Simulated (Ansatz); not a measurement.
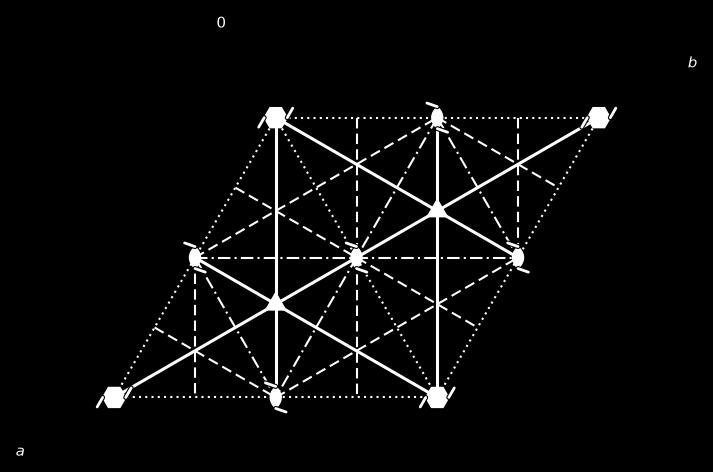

Symmetry elements of a space group, projected down c, computed from the operations of a computed or model structure of composition BN.

Symbols follow the International Tables: origin at the upper left, the third axis towards the viewer; heavy, dashed, dotted, dash-dotted and dash-dot-dot lines are mirror, in-plane glide, out-of-plane glide, diagonal (n; with arrows d) and double (e) glide planes seen edge on; arrows at the rim are 2 (full head) and 2₁ (half head) axes in the plane; the corner sign is a plane parallel to the page; fractions are heights. Handed screw axes carry their printed symbol instead of tails.

### Identify the space group.

P6₃mc, No. 186; primitive hexagonal, point group 6mm, 12 general positions a cell.

### List the elements shown.

6₃ axes along c at (0, 0); 3 axes along c at (1/3, 2/3), (2/3, 1/3); 2₁ axes along c at (0, 1/2), (1/2, 0), (1/2, 1/2); mirror planes holding c and [1 2 0] or [2 1 0] or [−1 1 0]; in-plane glide planes holding c and [1 2 0] or [2 1 0] or [−1 1 0]; c glide planes normal to a*, at x = 0; n glide planes normal to a*, at x = 1/2; c glide planes normal to b*, at y = 0; n glide planes normal to b*, at y = 1/2; c glide planes holding c and [1 1 0]; diagonal glide planes holding c and [1 1 0]. Heights repeat every half period; positions are (a, b) fractions, modulo 1.
